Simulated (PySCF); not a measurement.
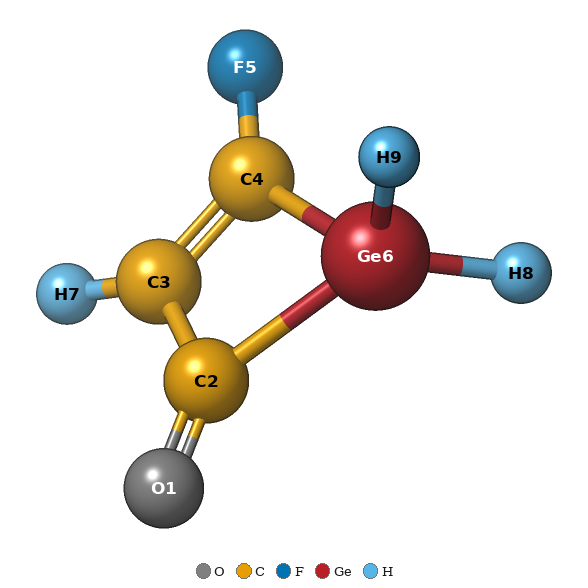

Computed geometry: GFN2-xTB optimisation. No frequency run is at hand to confirm it as a minimum. Properties computed with delta-SCF UKS SCAN, pcX-2 on the ionised atom, pcseg-1 elsewhere, spin-free X2C (PySCF 2.14.0).

Give the core-electron binding energies (to vacuum) of O1 1s, C2 1s, C3 1s, C4 1s, F5 1s.

```json
{"atom": "O1", "level": "1s", "binding energy (eV)": "537.9"}
{"atom": "C2", "level": "1s", "binding energy (eV)": "293.3"}
{"atom": "C3", "level": "1s", "binding energy (eV)": "291.1"}
{"atom": "C4", "level": "1s", "binding energy (eV)": "293.2"}
{"atom": "F5", "level": "1s", "binding energy (eV)": "693.7"}
```

The geometry is semi-empirical. Around Ge such bond lengths and angles can be off by a tenth of an ångström or more and by several degrees, and values that hang on the shape move with them.
